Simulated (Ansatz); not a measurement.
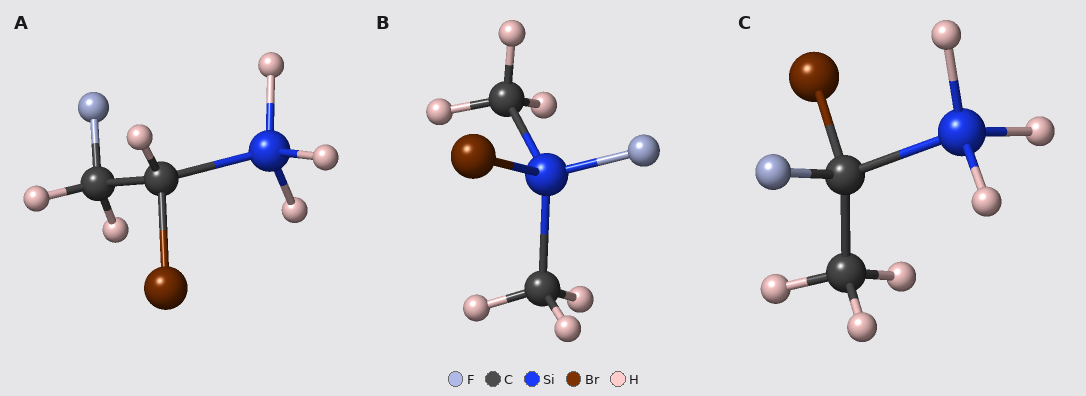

Source: calculation with Ansatz.

### Which panel belongs to which SMILES?
(1) C[Si](C)(F)Br
(2) C[C@@](F)([SiH3])Br
(3) FC[C@H]([SiH3])Br

A is (3), B is (1), C is (2).
